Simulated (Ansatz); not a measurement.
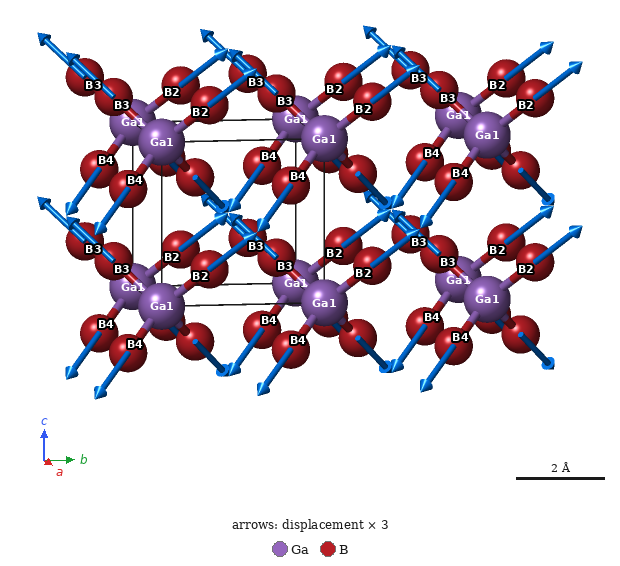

This is a relaxation of solid GaB₄ (a generated structure, set up in P-43m) (coarse preliminary run). The starting structure is drawn; blue arrows show the displacements (the part carried along by the change of the cell is left out), magnified 3 times.

Style: ball-and-stick. Shown: the cell of the calculation, repeated 1 × 2 × 1 with one cell outlined, slightly off an axis.

Theory: Ansatz, DFT PBE, scalar-relativistic, plane waves, PAW.

Input file:
```yaml
crystal:
  lattice:
    - [3.77862159, 0.0, 0.0]
    - [0.0, 3.77862159, 0.0]
    - [0.0, 0.0, 3.77862159]
  atoms:
    - { symbol: Ga, position: [0.0, 0.0, 0.0] }
    - { symbol: B, position: [0.25, 0.25, 0.25] }
    - { symbol: B, position: [0.75, 0.75, 0.25] }
    - { symbol: B, position: [0.25, 0.75, 0.75] }
    - { symbol: B, position: [0.75, 0.25, 0.75] }
basis:
  ecutwfc: 420
kpoints:
  mp_grid: { grid: [4, 4, 4] }
hamiltonian:
  xc: pbe
scf:
  occupations: { method: gaussian, width: 0.1 }
  lower_state_search: "off"
output:
  forces: true
  stress: true
  eigenvalues: true
relax:
  adjacent_minimum: "off"
  f_tol: 0.04
  max_steps: 70
  cell: { stress_tol: 0.4 }
```

Run as
```bash
ansatz run input.yaml --threads 1 --pin off --max-ram 2048MiB --backend cpu --events-out ev --progress --plain --runs-dir out
```

Q: Atoms of which element are displaced furthest, and by how much?

A: Boron: up to 0.54 Å, against 0.00 Å for gallium.

Q: What did the optimiser do to the structure, and how much energy did it gain?

A: The largest moves relative to the cell, 0.54 Å, are those of B2, B3, B4 and B5. B2 goes along [1 1 1]. Ga stays in place. The volume changes by −4.8 %, with a = b = c 3.779 → 3.717 Å (−1.6 %). Among the contacts that change: B2–B3 2.672 → 1.742 Å, Ga1–B2 1.636 → 2.152 Å. The space group stays P-43m (No. 215). The energy falls by 2679 meV per atom in 6 accepted moves (7 points after the start). The largest force component goes from 7.5 to 0.00089 eV/Å. The pressure goes from 52.72 to 0.11 GPa. At 1 point the geometry stayed and the basis and grid were re-selected for the new cell (energy shift of 0.6 meV per atom at most each time). Cost: 5.7 s on 1 thread of Intel(R) Xeon(R) 6975P-C (Granite Rapids), with other jobs on the host, peak memory 0.34 GiB.

Limits of the set-up: the k-point mesh is coarse for a cell with partly filled bands.
